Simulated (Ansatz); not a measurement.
C3H5AlO (charge +1): single-point calculation

System: C3H5AlO, charge +1, multiplicity 2.
Method: UKS wPBEh/6-31++G** (Ansatz 0.2.0).

The geometry comes from this level: PBE0-D4/def2-TZVP.

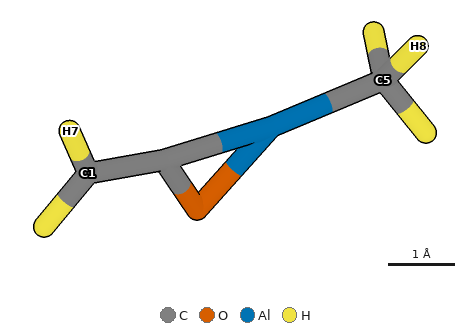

Figure 1. The structure as given in the input (stick view, seen at a tilt; atoms are numbered from 1 in the order of the input). Sticks mark near contacts.

Input file
```yaml
crystal:
  periodic: [true, true, true]
  atoms:
    - {symbol: C, position_ang: [-0.860753, -1.988600, 1.580069]}
    - {symbol: C, position_ang: [-0.315505, -1.082880, 0.786656]}
    - {symbol: O, position_ang: [0.961860, -1.150488, 0.172572]}
    - {symbol: Al, position_ang: [0.203805, 0.334757, -0.283150]}
    - {symbol: C, position_ang: [0.520329, 1.908332, -1.352583]}
    - {symbol: H, position_ang: [-0.335575, -2.905725, 1.831950]}
    - {symbol: H, position_ang: [-1.847650, -1.825306, 1.992110]}
    - {symbol: H, position_ang: [-0.047939, 2.765693, -0.986315]}
    - {symbol: H, position_ang: [0.222539, 1.726354, -2.389000]}
    - {symbol: H, position_ang: [1.581989, 2.166864, -1.349408]}
basis:
  gaussian: {orbitals: "6-31++G**", nuclear_model: gaussian}
total_charge: 1
magnetization: {spin_polarized: true, initial_magnetization: 1}
hamiltonian: {xc: {name: wPBEh}}
```

Launch command:
```bash
ansatz run in.yaml --threads 2 --pin off --events-out ev --progress --plain --max-ram 4352MiB
```

The program's output
```
Error: YAML parse error: error: line 2 column 3: crystal: missing field `lattice` (a structure is typed as `lattice` and `atoms`, a molecule's as `atoms` in Å alone, or read from a run's directory, `checkpoint`)
 --> <input>:2:3
  |
1 | crystal:
2 |   periodic: [true, true, true]
  |   ^ crystal: missing field `lattice` (a structure is typed as `lattice` and `atoms`, a molecule's as `atoms` in Å alone, or read from a run's directory, `checkpoint`)
3 |   atoms:
4 |     - {symbol: C, position_ang: [-0.860753, -1.988600, 1.580069]}
  |
```

Outcome

| quantity | value |
| --- | --- |
| outcome | refused by the program |
| hardware | 2 threads of Intel Xeon, 11 GiB of memory available, shared host |

What went wrong

This input holds a deliberate fault: periodic. The program refused the input: “YAML parse error: error: line 2 column 3: crystal: missing field `lattice` (a structure is typed as `lattice` and `atoms`, a molecule's as `atoms` in Å alone, or read from a run's directory, `checkpoint`) --> <input>:2:3 | 1 | crystal: 2 | periodic: [true, true, true] | ^ crystal: missing field `lattice` (a structure …”
